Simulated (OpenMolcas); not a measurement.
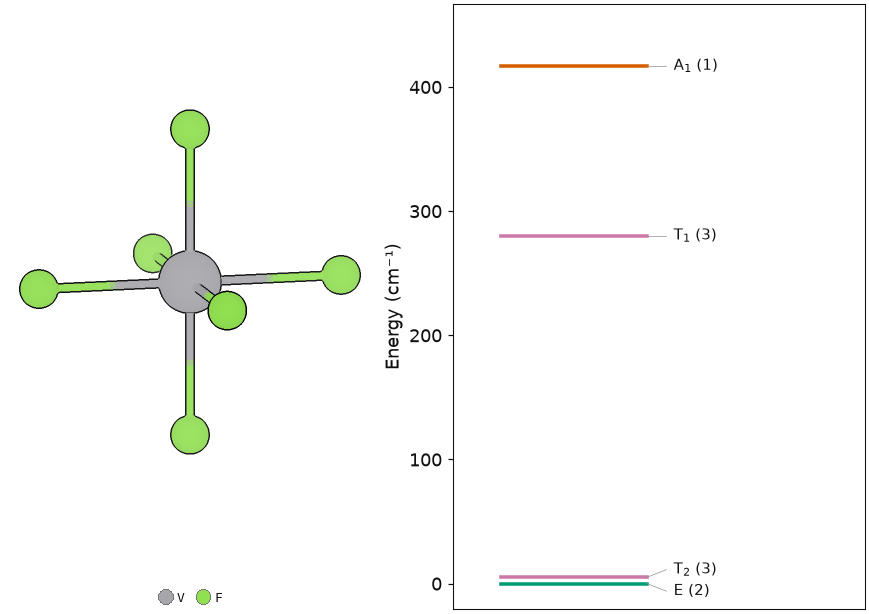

V³⁺ (3d²) as a dopant in KMgF₃, a cluster with its 6 nearest F⁻ at 1.963 Å (octahedron) embedded in model potentials and point charges; the geometry was set, not optimised, and its levels. Labels give the representation in O, Td, D4 or D3 as the site allows (double group for half-integer spin) where it could be assigned and, in brackets, the degeneracy; spin-free states, where drawn, share the zero of the spin-orbit levels. The calculation used state-averaged SS-CASPT2, IPEA shift 0.25, imaginary shift 0.1 hartree, closed shells 3s 3p correlated, active space 2 electrons in the shell 3d, basis ANO-RCC-VTZP on the metal and ANO-RCC-VDZP on the ligands, DKH2 scalar Hamiltonian, spin-orbit coupling by RASSI with atomic mean-field integrals (OpenMolcas).

Q: Give the ground level and the first gap.

A: The ground level is E, doubly degenerate, 100 % from states of spin multiplicity 3. Its principal g values are all close to zero. The next level lies at 5.0 cm⁻¹ (T₂).

Caveat: the geometry is set by hand, with no relaxation and no charge compensation.
